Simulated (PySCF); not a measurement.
Molecule: SMILES C[C](C)(C)[Mg][GeH3]. Atoms near the plane z = 0.0 Å, at the GFN2-xTB optimised geometry (x, y, z in Å): Mg1 (-1.2, 0.2, 0.0), C5 (0.9, 2.1, -0.6), H10 (-1.5, 3.5, -0.5), H12 (0.7, 2.7, 0.4), H13 (1.5, 1.3, -0.4), Ge15 (-0.5, -2.2, 0.0), H17 (1.1, -2.2, 0.0), H18 (-0.6, -3.5, 0.8).

Computed with PBE0/def2-SVP run with PySCF. Cells within 0.4 Å of a nucleus heavier than hydrogen are left out (blank, or x). The values are rescaled to run from 0 to 1.

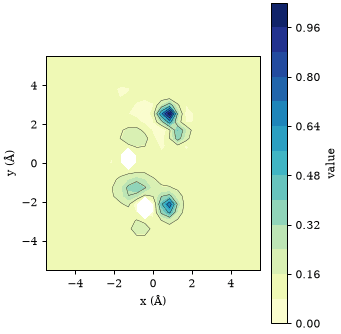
*a field on the plane z = 0.0 Å.*

Which quantity is mapped?
A. electron localisation function
B. Laplacian of the electron density
C. deformation density (molecule minus spherical neutral atoms)
D. log10 of the electron density

C, deformation density (molecule minus spherical neutral atoms). In full: deformation density (molecule minus spherical neutral atoms) (e/bohr³).
